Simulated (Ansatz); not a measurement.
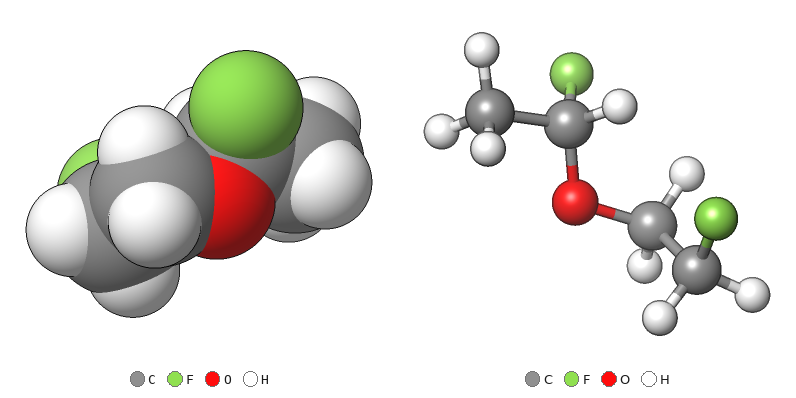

Both panels show the same species.

> Count the atoms of each element.

C₄H₈F₂O, 15 atoms: 4 carbon, 8 hydrogen, 2 fluorine and 1 oxygen.

> Name functional groups in it.

Among them: ether, C–F bond.

More results for the same structure follow; atom numbers are the same in all pictures, views and colours differ. The computed structure is the end point of a PBE0-D4/def2-TZVP optimisation.

### Symmetry

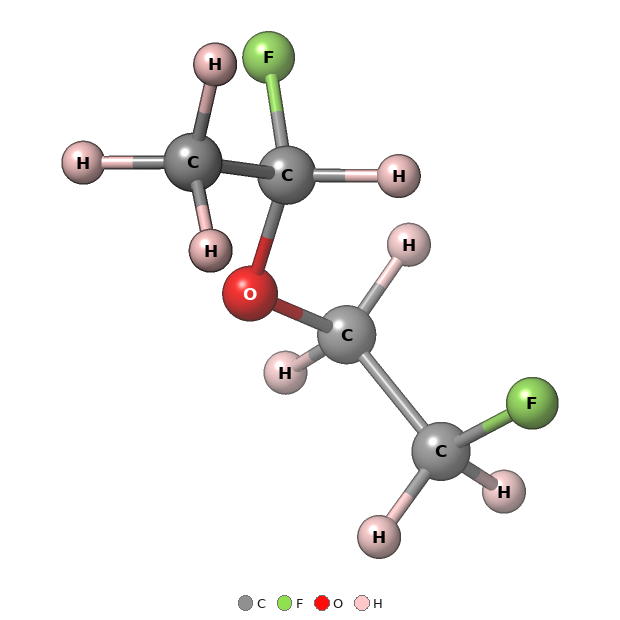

Distant atoms are faded towards the background colour.

> List the symmetry elements and name the point group.

It has no symmetry element but the identity, so the point group is C1. The group has 1 operation. The geometry is chiral, and symmetry allows a dipole moment.

### Electronic properties

Properties computed with RKS PBE0-D4/def2-SVP (Ansatz 0.2.0).

What does the calculation give?

- HOMO energy (Kohn–Sham orbital): −8.15 eV
- LUMO energy (Kohn–Sham orbital): 1.98 eV
- HOMO–LUMO gap: 10.13 eV
- dispersion correction: −21.4 kJ/mol

### Charges

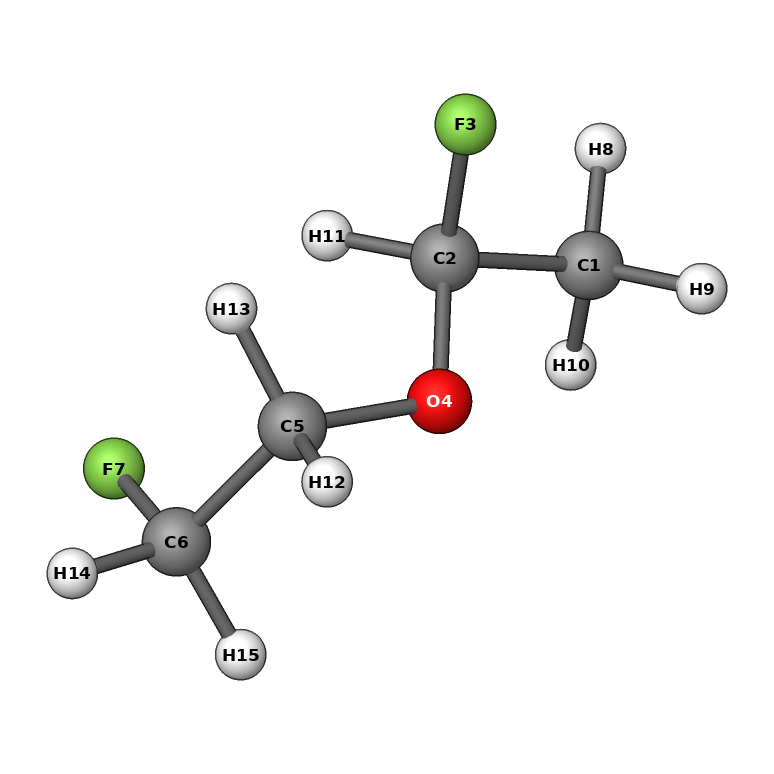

The questions are on Mulliken charges. Method: RKS PBE0-D4/def2-TZVP (Ansatz 0.2.0).

> Which atom carries the highest charge (most positive or least negative)?

C2 (0.20 e).

> And the lowest?

C1 (−0.32 e).

Give the Mulliken charges atom by atom.

| atom | value (e) |
| --- | --- |
| C1 | −0.32 |
| C2 | 0.20 |
| F3 | −0.23 |
| O4 | −0.26 |
| C5 | −0.10 |
| C6 | 0.02 |
| F7 | −0.24 |
| H8 | 0.13 |
| H9 | 0.13 |
| H10 | 0.13 |
| H11 | 0.08 |
| H12 | 0.12 |
| H13 | 0.13 |
| H14 | 0.11 |
| H15 | 0.10 |

### Vibrations

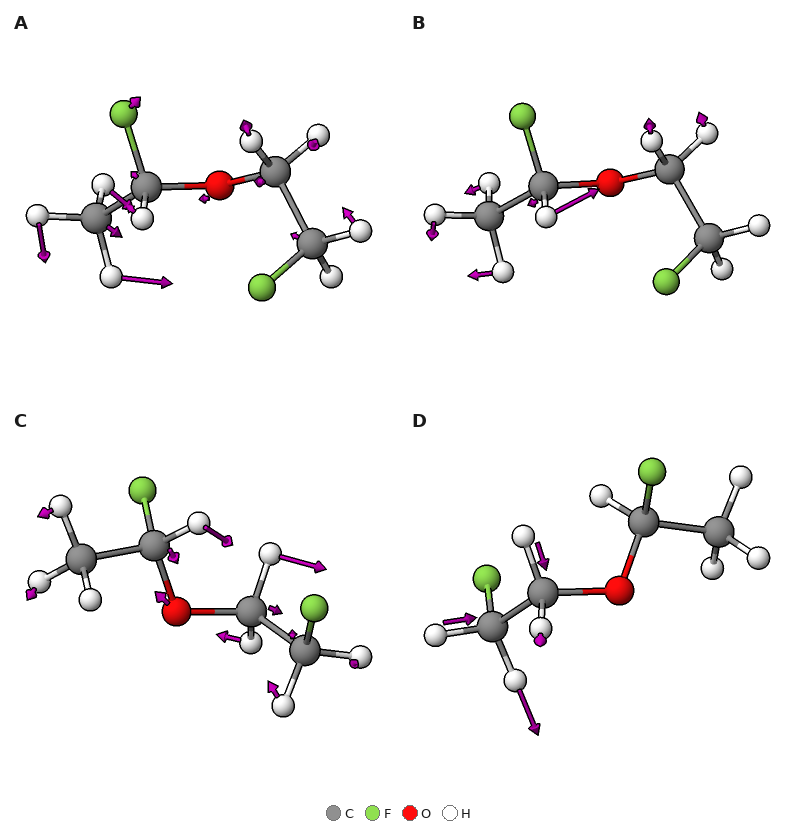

4 normal modes of one molecule or complex, as arrows. Harmonic vibrations computed with RKS PBE0-D4/def2-TZVP (Ansatz 0.2.0) at a stationary point of the same level.

> Match the panels to the wavenumbers 369 cm⁻¹, 1200 cm⁻¹, 1441 cm⁻¹, 3117 cm⁻¹.

A: 369 cm⁻¹
B: 1441 cm⁻¹
C: 1200 cm⁻¹
D: 3117 cm⁻¹, out-of-phase stretching of 3 C–H bonds

Mulliken values depend strongly on the basis set and can even reverse the polarity of a bond.
